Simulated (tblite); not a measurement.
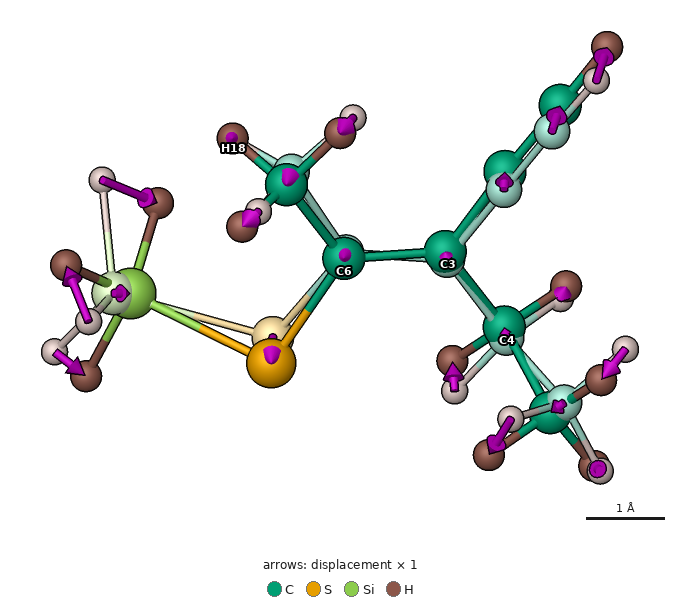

A relaxation of C₇H₁₂SSi. The starting structure is drawn faded, the final one solid; purple arrows show the displacements, at their true length. The two geometries are superimposed by the best rigid fit.

Style: ball-and-stick. Shown at a tilt.

All numbers below come from GFN2-xTB geometry optimisation, gas phase in tblite. 

Describe the change and its energy.

Answer. An H atom moves most after the best rigid fit: 1.08 Å. By element the largest moves are H 1.08 Å, S 0.85 Å, C 0.56 Å, Si 0.29 Å. Among the contacts that change: C–H 1.136 → 1.088 Å, C–C 1.452 → 1.414 Å, H–Si 1.495 → 1.458 Å, C–C 1.313 → 1.342 Å. Bond angles that change, for instance: H–C–H 115.3° → 108.6°, C–C–H 105.2° → 110.1°, S–Si–H 105.4° → 110.1°. Groups turn about C–S by about 45°, C–C by about 30°, C–C by about 25°. After 236 geometry steps the energy has fallen by 45.1 kJ/mol. Cost: 3.9 s on 1 thread of Arm Neoverse N1 (shared host).
